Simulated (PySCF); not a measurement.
C₃H₁₀O₂Si₂, SMILES CC(=O)C[SiH2]O[SiH3] at its GFN2-xTB optimised geometry (Å):

```
17

C     -0.5093    -1.2094    -0.0455
C      0.3010     0.0637     0.0000
O      1.5101     0.0637     0.0000
C     -0.5055     1.3173     0.0000
Si    -0.5685     2.0067    -1.7880
O     -1.1640     0.8569    -2.7536
Si    -1.3617    -0.3548    -3.8188
H     -1.0556    -1.3235     0.8895
H     -1.2293    -1.1538    -0.8588
H      0.1429    -2.0680    -0.1843
H     -0.0167     2.0680     0.6179
H     -1.5101     1.1408     0.3782
H      0.7670     2.3602    -2.2513
H     -1.5367     3.1001    -1.8430
H     -2.6380    -0.9617    -3.4407
H     -0.2447    -1.2822    -3.6596
H     -1.3987     0.2543    -5.1449
```

Method: PBE/def2-SVP run with PySCF.

Map of the deformation density (molecule minus spherical neutral atoms) (e/bohr³) on the plane z = 1.0 Å:

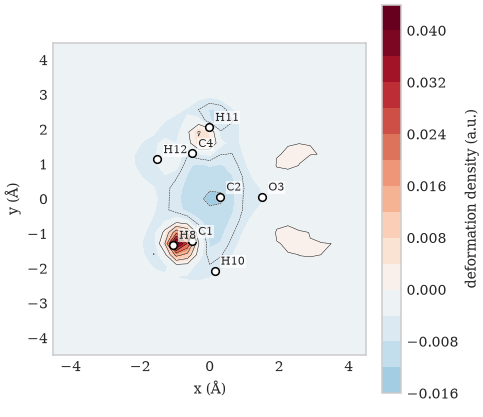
*Deformation density (molecule minus spherical neutral atoms) (e/bohr³) on the plane z = 1.0 Å.*
